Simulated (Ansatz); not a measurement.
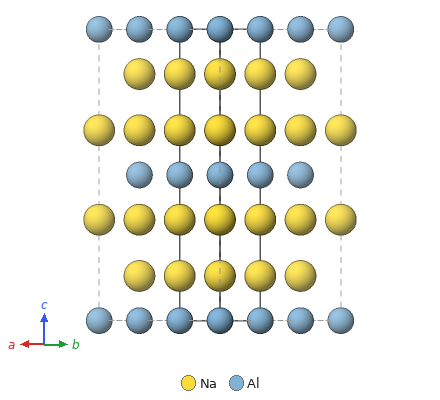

Na2Al (I4/mmm, No. 139): the end point of a relaxation (final pressure about 2 GPa) with Ansatz 0.2.0, DFT PBE, scalar-relativistic, plane waves, PAW; the starting structure was generated, so it need not be a known form of this composition.

```cif
data_structure
_symmetry_space_group_name_H-M 'I4/mmm'
_symmetry_Int_Tables_number 139
_cell_length_a 3.0422
_cell_length_b 3.0422
_cell_length_c 15.5591
_cell_angle_alpha 90.000
_cell_angle_beta 90.000
_cell_angle_gamma 90.000
_cell_volume 144.00
loop_
_atom_site_label
_atom_site_type_symbol
_atom_site_symmetry_multiplicity
_atom_site_Wyckoff_symbol
_atom_site_fract_x
_atom_site_fract_y
_atom_site_fract_z
_atom_site_occupancy
Na1 Na 4 e 0.50000 0.50000 0.15349 1
Al1 Al 2 a 0.00000 0.00000 0.00000 1
```

Question: What will a projected-potential map along [110] show? Computed as the sum of neutral-atom potentials (tabulated electron scattering factors, B = 0.3 Å²) projected along the beam and smoothed by 0.25 Å; brighter is more positive. The display is stretched by a gamma of 0.6; percentages refer to the linear signal.

Answer: The columns repeat on a rectangular net of 2.15 × 7.78 Å (plane group p2mm). The brightest columns hold 1 Al per repeat; in falling brightness follow 1 Na (about 80 %). Brightness is counted from the darkest point of the image. The shortest distance between visible columns is 2.15 Å in projection. Along the beam the structure repeats every 4.30 Å.

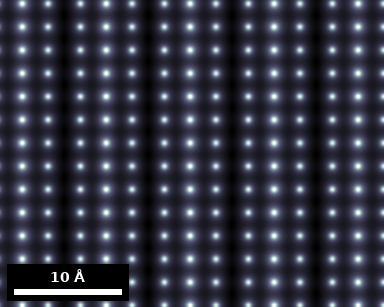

The simulated image.
